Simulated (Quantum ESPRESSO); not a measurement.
**Aluminum (Fm-3m): electron-phonon coupling**

How strong is the electron-phonon coupling in Aluminum (Fm-3m)?

Program: Quantum ESPRESSO 7.5. Level of theory: DFT LDA, scalar-relativistic, plane waves, PseudoDojo norm-conserving pseudopotentials. Results are calculated unless marked as measured.

### 1. Starting point

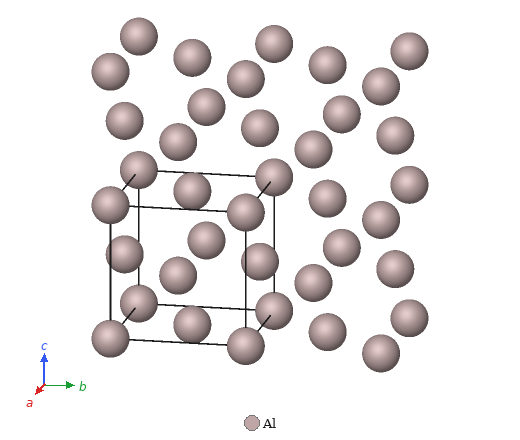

Start, viewed slightly off an axis; aluminium light grey. 1×2×2 cells are drawn. This picture shows the conventional cell, with its axes. Some periodic images of atoms are drawn too.

### 2. A probe with smearing

A cheap run with smearing and empty bands tells whether the crystal has a gap, which decides between fixed occupations and smearing later on.

probe.in reads:

```
&CONTROL
  calculation = 'scf'
  prefix      = 'x'
  outdir      = './tmp'
  pseudo_dir  = './pseudo'
  tprnfor     = .true.
  tstress     = .true.
  verbosity   = 'high'
/
&SYSTEM
  ibrav       = 0
  nat         = 1
  ntyp        = 1
  ecutwfc     = 44.0
  occupations = 'smearing'
  smearing    = 'gaussian'
  degauss     = 0.01
/
&ELECTRONS
  conv_thr         = 1.0d-07
  mixing_beta      = 0.7
  electron_maxstep = 100
/
ATOMIC_SPECIES
 Al     26.9815  Al.upf
CELL_PARAMETERS angstrom
     0.000000000    2.024805000    2.024805000
     2.024805000    0.000000000    2.024805000
     2.024805000    2.024805000    0.000000000
ATOMIC_POSITIONS crystal
 Al     0.000000000   0.000000000   0.000000000
K_POINTS automatic
 8 8 8 0 0 0
```

Launch:

```console
OMP_NUM_THREADS=1 mpirun -n 4 pw.x -nk 4 -in probe.in > probe.out
```

The program printed:

```text
[banners, grids, parts of the stress and lines that vanish by symmetry left out]
Program PWSCF v.7.5
     Message from routine setup:
     using ibrav=0 with symmetry is DISCOURAGED, use correct ibrav instead
[...]
kinetic-energy cutoff     =      44.0000  Ry
     charge density cutoff     =     176.0000  Ry
     scf convergence threshold =      1.0E-07
[...]
Exchange-correlation= SLA  PW   NOGX NOGC
                           (   1   4   0   0   0   0   0)
[...]
48 Sym. Ops., with inversion, found
[...]
(     0          1          0      )
                  (     0          0          1      )
[...]
( -0.0000000  1.0000000  0.0000000 )
                  ( -0.0000000  0.0000000  1.0000000 )
[...]
(     1          0         -1      )
                  (     0          0         -1      )
[...]
(  1.0000000 -0.0000000 -0.0000000 )
                  (  0.0000000 -1.0000000 -0.0000000 )
[...]
(    -1          1          0      )
                  (     0          1         -1      )
[...]
( -1.0000000  0.0000000 -0.0000000 )
                  ( -0.0000000  1.0000000 -0.0000000 )
[...]
number of k points=    29  Gaussian smearing, width (Ry)=  0.0100
[...]
End of self-consistent calculation
[...]
the Fermi energy is     7.6855 ev
!    total energy              =      -4.72526795 Ry
[...]
convergence has been achieved in   4 iterations
[...]
atom    1 type  1   force =     0.00000000    0.00000000    0.00000000
[...]
Total force =     0.000000     Total SCF correction =     0.000000
[...]
total   stress  (Ry/bohr**3)                   (kbar)     P=      -39.68
[...]
XML data file, charge density, pseudopotentials, collected wavefunctions

   JOB DONE.
```

Run time: 4.4 s. Hardware: 4 MPI ranks of Intel Xeon at 2.50GHz (Skylake/Cascade Lake), shared host; 11 s of CPU time.

This step gave:

```
volume per atom   : 16.60 Å³
pressure          : -3.968 GPa
gap on the k-mesh : 0 eV
```

No gap opens on this mesh, so smearing is kept; the start stands at -4.0 GPa.

### 3. Relaxing the cell and atoms

The relaxation runs at a cutoff a fifth above that of the response, since stress converges more slowly with the basis than frequencies do. Forces and stress are brought to rest with tight thresholds.

relax.in reads:

```
&CONTROL
  calculation   = 'vc-relax'
  prefix        = 'x'
  outdir        = './tmp'
  pseudo_dir    = './pseudo'
  tprnfor       = .true.
  tstress       = .true.
  forc_conv_thr = 2.0d-05
  etot_conv_thr = 1.0d-07
  nstep         = 40
/
&SYSTEM
  ibrav       = 0
  nat         = 1
  ntyp        = 1
  ecutwfc     = 53
  occupations = 'smearing'
  smearing    = 'mv'
  degauss     = 0.02
/
&ELECTRONS
  conv_thr         = 1.0d-11
  mixing_beta      = 0.7
  electron_maxstep = 100
/
&IONS
/
&CELL
  press_conv_thr = 0.2
/
ATOMIC_SPECIES
 Al     26.9815  Al.upf
CELL_PARAMETERS angstrom
     0.000000000    2.024805000    2.024805000
     2.024805000    0.000000000    2.024805000
     2.024805000    2.024805000    0.000000000
ATOMIC_POSITIONS crystal
 Al     0.000000000   0.000000000   0.000000000
K_POINTS automatic
 16 16 16 0 0 0
```

Launch:

```console
OMP_NUM_THREADS=1 mpirun -n 4 pw.x -nk 4 -in relax.in > relax.out
```

The program printed:

```text
[banners, grids, parts of the stress and lines that vanish by symmetry left out]
[banner, memory and clock lines left out]
Program PWSCF v.7.5

[...]
kinetic-energy cutoff     =      53.0000  Ry
     charge density cutoff     =     212.0000  Ry
     scf convergence threshold =      1.0E-11
[...]
energy convergence thresh.=      1.0E-07
     force convergence thresh. =      2.0E-05
     press convergence thresh. =      2.0E-01
     Exchange-correlation= SLA  PW   NOGX NOGC
                           (   1   4   0   0   0   0   0)
[...]
48 Sym. Ops., with inversion, found
[...]
number of k points=   145  Marzari-Vanderbilt smearing, width (Ry)=  0.0200
[...]
End of self-consistent calculation
[...]
the Fermi energy is     7.6819 ev
!    total energy              =      -4.72590957 Ry
[...]
convergence has been achieved in   6 iterations
[...]
atom    1 type  1   force =     0.00000000    0.00000000    0.00000000
     Total force =     0.000000     Total SCF correction =     0.000000
[...]
total   stress  (Ry/bohr**3)                   (kbar)     P=      -39.53
[...]
number of bfgs steps    =   0
[...]
CELL_PARAMETERS (angstrom)
[...]
ATOMIC_POSITIONS (crystal)
Al               0.0000000000        0.0000000000        0.0000000000
[...]
New effective cutoffs (rho, wfc):  213.18   53.71
[...]
End of self-consistent calculation
[...]
the Fermi energy is     7.8918 ev
!    total energy              =      -4.72640882 Ry
[...]
convergence has been achieved in   4 iterations
[...]
atom    1 type  1   force =     0.00000000    0.00000000    0.00000000
     Total force =     0.000000     Total SCF correction =     0.000000
[...]
total   stress  (Ry/bohr**3)                   (kbar)     P=      -25.69
[...]
number of bfgs steps    =   1
[...]
CELL_PARAMETERS (angstrom)
[...]
ATOMIC_POSITIONS (crystal)
Al               0.0000000000        0.0000000000        0.0000000000
[...]
New effective cutoffs (rho, wfc):  217.57   54.81
[...]
End of self-consistent calculation
[...]
the Fermi energy is     8.2140 ev
!    total energy              =      -4.72672814 Ry
[...]
convergence has been achieved in   5 iterations
[...]
atom    1 type  1   force =     0.00000000    0.00000000    0.00000000
     Total force =     0.000000     Total SCF correction =     0.000000
[...]
total   stress  (Ry/bohr**3)                   (kbar)     P=       -2.02
[...]
number of bfgs steps    =   2
[...]
CELL_PARAMETERS (angstrom)
[...]
ATOMIC_POSITIONS (crystal)
Al               0.0000000000        0.0000000000        0.0000000000
[...]
New effective cutoffs (rho, wfc):  217.94   54.91
[...]
End of self-consistent calculation
[...]
the Fermi energy is     8.2412 ev
!    total energy              =      -4.72672990 Ry
[...]
convergence has been achieved in   4 iterations
[...]
atom    1 type  1   force =     0.00000000    0.00000000    0.00000000
     Total force =     0.000000     Total SCF correction =     0.000000
[...]
total   stress  (Ry/bohr**3)                   (kbar)     P=        0.13
[...]
number of bfgs steps    =   3
[...]
CELL_PARAMETERS (angstrom)
[...]
ATOMIC_POSITIONS (crystal)
Al               0.0000000000        0.0000000000        0.0000000000
[...]
New effective cutoffs (rho, wfc):  217.92   54.90
[...]
End of self-consistent calculation
[...]
the Fermi energy is     8.2396 ev
!    total energy              =      -4.72672991 Ry
[...]
convergence has been achieved in   3 iterations
[...]
atom    1 type  1   force =     0.00000000    0.00000000    0.00000000
     Total force =     0.000000     Total SCF correction =     0.000000
[...]
total   stress  (Ry/bohr**3)                   (kbar)     P=       -0.00
[...]
bfgs converged in   5 scf cycles and   4 bfgs steps
[...]
End of BFGS Geometry Optimization
     Final enthalpy           =      -4.7267299075 Ry
     File ./tmp/x.bfgs deleted, as requested
[...]
CELL_PARAMETERS (angstrom)
[...]
ATOMIC_POSITIONS (crystal)
Al               0.0000000000        0.0000000000        0.0000000000
[...]
Final scf calculation at the relaxed structure.
[...]
kinetic-energy cutoff     =      53.0000  Ry
     charge density cutoff     =     212.0000  Ry
     scf convergence threshold =      1.0E-13
[...]
press convergence thresh. =      2.0E-01
     Exchange-correlation= SLA  PW   NOGX NOGC
                           (   1   4   0   0   0   0   0)
[...]
48 Sym. Ops., with inversion, found
[...]
number of k points=   145  Marzari-Vanderbilt smearing, width (Ry)=  0.0200
[...]
c_bands:  4 eigenvalues not converged
     c_bands:  2 eigenvalues not converged
     c_bands:  3 eigenvalues not converged
     c_bands:  1 eigenvalues not converged
[...]
c_bands:  3 eigenvalues not converged
[...]
c_bands:  1 eigenvalues not converged
[...]
End of self-consistent calculation
[...]
the Fermi energy is     8.2397 ev
!    total energy              =      -4.72672793 Ry
[...]
convergence has been achieved in   7 iterations
[...]
atom    1 type  1   force =     0.00000000    0.00000000    0.00000000
     Total force =     0.000000     Total SCF correction =     0.000000
[...]
total   stress  (Ry/bohr**3)                   (kbar)     P=       -0.02
[...]
XML data file, charge density, pseudopotentials, collected wavefunctions
```

Run time: 46 s. Hardware: 4 MPI ranks; 2 min of CPU time.

Relaxation path:

| step | energy less that of the first step (eV) | largest force (eV/Å) | pressure (GPa) | volume (Å³) |
| --- | --- | --- | --- | --- |
| 1 | 0.0000 | 0.0000 | -3.95 | 16.60 |
| 2 | -0.0068 | 0.0000 | -2.57 | 16.27 |
| 3 | -0.0111 | 0.0000 | -0.20 | 15.78 |
| 4 | -0.0112 | 0.0000 | 0.01 | 15.74 |
| 5 | -0.0112 | 0.0000 | 0.00 | 15.74 |
| 6 | -0.0111 | 0.0000 | 0.00 | 15.74 |

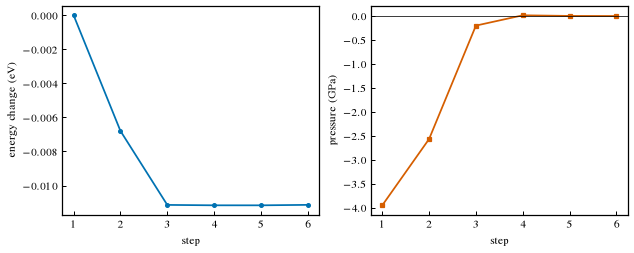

Energy and pressure along the relaxation.

| conventional cell, symmetrised | before | after | change |
| --- | --- | --- | --- |
| a (Å) | 4.050 | 3.978 | -1.8 % |
| b (Å) | 4.050 | 3.978 | -1.8 % |
| c (Å) | 4.050 | 3.978 | -1.8 % |
| volume (Å³/atom) | 16.60 | 15.74 | -5.2 % |

Final coordinates:

```xyz
1
Lattice="0.0000 1.9892 1.9892 1.9892 0.0000 1.9892 1.9892 1.9892 0.0000" Properties=species:S:1:pos:R:3 pbc="T T T"
Al    0.0000    0.0000    0.0000
```

The last row of the table of steps is pw.x's closing run on a basis chosen anew for the final cell, so its energy can jump.

Numbers from this step:

```
volume per atom : 15.74 Å³
pressure        : -0.002 GPa
```

The volume changes by -5.2 % from the cell with which this run began.

### 4. Ground state

Perturbation theory inherits every error of the wavefunctions, so the threshold is set near the limit of the arithmetic. Smearing stays on, as the first look found no gap above 0.3 eV.

scf.in reads:

```
&CONTROL
  calculation = 'scf'
  prefix      = 'x'
  outdir      = './tmp'
  pseudo_dir  = './pseudo'
  tprnfor     = .true.
  tstress     = .true.
/
&SYSTEM
  ibrav       = 0
  nat         = 1
  ntyp        = 1
  ecutwfc     = 44.0
  occupations = 'smearing'
  smearing    = 'mv'
  degauss     = 0.02
/
&ELECTRONS
  conv_thr         = 1.0d-12
  mixing_beta      = 0.7
  electron_maxstep = 100
/
ATOMIC_SPECIES
 Al     26.9815  Al.upf
CELL_PARAMETERS angstrom
     0.000000000    1.989201258    1.989201258
     1.989201258    0.000000000    1.989201258
     1.989201258    1.989201258    0.000000000
ATOMIC_POSITIONS crystal
 Al     0.000000000   0.000000000   0.000000000
K_POINTS automatic
 16 16 16 0 0 0
```

Launch:

```console
OMP_NUM_THREADS=1 mpirun -n 4 pw.x -nk 4 -in scf.in > scf.out
```

The program printed:

```text
[banners, grids, parts of the stress and lines that vanish by symmetry left out]
[banner, memory and clock lines left out]
Program PWSCF v.7.5

[...]
kinetic-energy cutoff     =      44.0000  Ry
     charge density cutoff     =     176.0000  Ry
     scf convergence threshold =      1.0E-12
[...]
Exchange-correlation= SLA  PW   NOGX NOGC
                           (   1   4   0   0   0   0   0)
[...]
48 Sym. Ops., with inversion, found
[...]
number of k points=   145  Marzari-Vanderbilt smearing, width (Ry)=  0.0200
[...]
End of self-consistent calculation
[...]
the Fermi energy is     8.2399 ev
!    total energy              =      -4.72670058 Ry
[...]
convergence has been achieved in   6 iterations
[...]
atom    1 type  1   force =     0.00000000    0.00000000    0.00000000
     Total force =     0.000000     Total SCF correction =     0.000000
[...]
total   stress  (Ry/bohr**3)                   (kbar)     P=        0.07
[...]
XML data file, charge density, pseudopotentials, collected wavefunctions
```

Wall time 19 s (4 MPI ranks).

Read from the output:

* pressure: 0.007000 GPa

The cell stands at 0.0070 GPa, close enough for phonons.

### 5. Levels on a dense mesh

The coupling is a sum over pairs of states at the Fermi level and needs a much denser mesh than the density does.

scf_fit.in, as its differences from scf.in of step 4:

```diff
@@ -16,5 +16,6 @@
   degauss     = 0.02
+  la2F        = .true.
 /
 &ELECTRONS
-  conv_thr         = 1.0d-12
+  conv_thr         = 1.0d-10
   mixing_beta      = 0.7
@@ -31,2 +32,2 @@
 K_POINTS automatic
- 16 16 16 0 0 0
+ 32 32 32 0 0 0
```

Launch:

```console
OMP_NUM_THREADS=1 mpirun -n 4 pw.x -nk 4 -in scf_fit.in > scf_fit.out
```

The program printed:

```text
[banners, grids, parts of the stress and lines that vanish by symmetry left out]
[banner, memory and clock lines left out]
Program PWSCF v.7.5

[...]
kinetic-energy cutoff     =      44.0000  Ry
     charge density cutoff     =     176.0000  Ry
     scf convergence threshold =      1.0E-10
[...]
Exchange-correlation= SLA  PW   NOGX NOGC
                           (   1   4   0   0   0   0   0)
[...]
48 Sym. Ops., with inversion, found
[...]
number of k points=   897  Marzari-Vanderbilt smearing, width (Ry)=  0.0200
[...]
c_bands:  1 eigenvalues not converged
     c_bands:  1 eigenvalues not converged
     c_bands:  1 eigenvalues not converged
[...]
c_bands:  1 eigenvalues not converged
[...]
c_bands:  1 eigenvalues not converged
[...]
c_bands:  1 eigenvalues not converged
[...]
End of self-consistent calculation
[...]
the Fermi energy is     8.2065 ev
!    total energy              =      -4.72632793 Ry
[...]
convergence has been achieved in   5 iterations
[...]
atom    1 type  1   force =     0.00000000    0.00000000    0.00000000
     Total force =     0.000000     Total SCF correction =     0.000000
[...]
total   stress  (Ry/bohr**3)                   (kbar)     P=       -0.18
[...]
XML data file, charge density, pseudopotentials, collected wavefunctions
```

Wall time 42 s (4 MPI ranks); 2.1 min of CPU time.

Numbers from this step:

| Property | Result |
| --- | --- |
| pressure | -0.018 GPa |

### 6. Self-consistent run for the response

The run on the dense mesh left its levels for the electron-phonon sums; ph.x needs the ground state on the coarse mesh, so pw.x runs once more in the same folder.

scf.in is that of step 4.

Launch:

```console
OMP_NUM_THREADS=1 mpirun -n 4 pw.x -nk 4 -in scf.in > scf.out
```

The program printed:

```text
[banners, grids, parts of the stress and lines that vanish by symmetry left out]
[banner, memory and clock lines left out]
Program PWSCF v.7.5

[...]
kinetic-energy cutoff     =      44.0000  Ry
     charge density cutoff     =     176.0000  Ry
     scf convergence threshold =      1.0E-12
[...]
Exchange-correlation= SLA  PW   NOGX NOGC
                           (   1   4   0   0   0   0   0)
[...]
48 Sym. Ops., with inversion, found
[...]
number of k points=   145  Marzari-Vanderbilt smearing, width (Ry)=  0.0200
[...]
End of self-consistent calculation
[...]
the Fermi energy is     8.2399 ev
!    total energy              =      -4.72670058 Ry
[...]
convergence has been achieved in   6 iterations
[...]
atom    1 type  1   force =     0.00000000    0.00000000    0.00000000
     Total force =     0.000000     Total SCF correction =     0.000000
[...]
total   stress  (Ry/bohr**3)                   (kbar)     P=        0.07
[...]
XML data file, charge density, pseudopotentials, collected wavefunctions
```

Elapsed: 22 s, on 4 MPI ranks.

Read from the output:

```
pressure : 0.007000 GPa
```

[end of part 1 of 3]

[Host names and launcher messages were left out of these logs when they were recorded.]

[Logs are printed without paths, hosts, clocks, repeated set-up lines and the standing remarks that a program may print on its own settings, such as how far it seeks lower states.]

[Hosts, paths, dates, database ids (printed as entryN), source tags and the programs' standing remarks are cut or masked in the printed files.]
